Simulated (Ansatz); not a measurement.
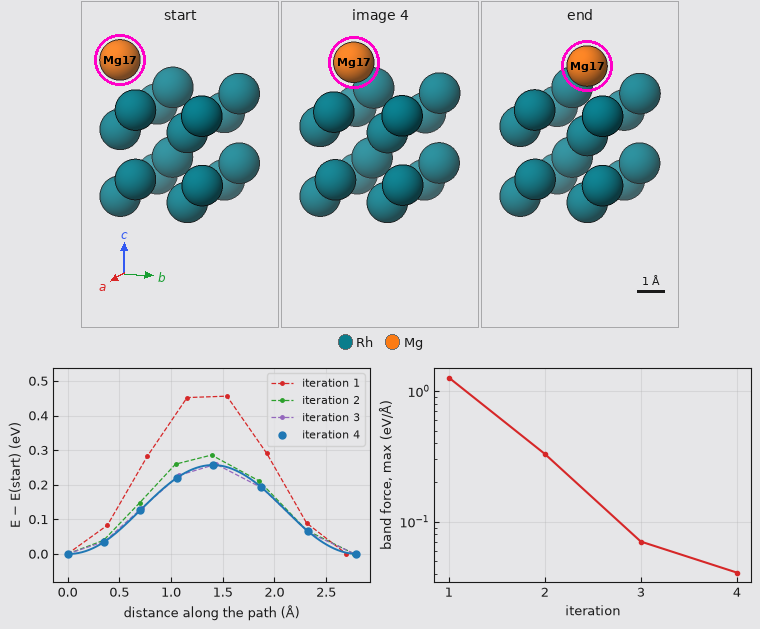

A nudged-elastic-band calculation for Mg on Rh(110) (17 atoms in the cell). Images are numbered from 0 (start) to 7 (end). The plot follows the band through its iterations. The picture is a spheres-only view of the simulation cell, with the vacuum cut short (origin moved), seen slightly off an axis. The moving atom is ringed, with any periodic copies.

These are results of DFT PBE-D3(BJ), scalar-relativistic, plane waves, PAW in Ansatz, not measurements. Set-up: plane-wave cutoff 420 eV; k-point mesh 2 × 3 × 1; Fermi-Dirac smearing 0.05 eV; 4 atoms held fixed; 6 movable images; climbing image from the first iteration; force threshold 0.05 eV/Å; iteration limit 30.

> Did the band converge, and can the barrier be trusted?

The run is converged, with reservations. The band converged in 4 iterations. The largest component of the band force went from 1.3 to 0.041 eV/Å. The climbing image converged on the top of the path. Its curvatures weren't checked. The first iteration put the highest image at 0.456 eV. The two ends have the same energy, and the highest point, image 4, lies 0.257 eV above the start.

Limits of the set-up: the k-point mesh is coarse for a cell with partly filled bands; the periodic images lie only 5.4 Å apart, so the values are limited by the cell's size.

Cost: 5.2 min on 4 threads of AMD EPYC 7B13 (Zen 3) (shared host), peak memory 4.1 GiB.
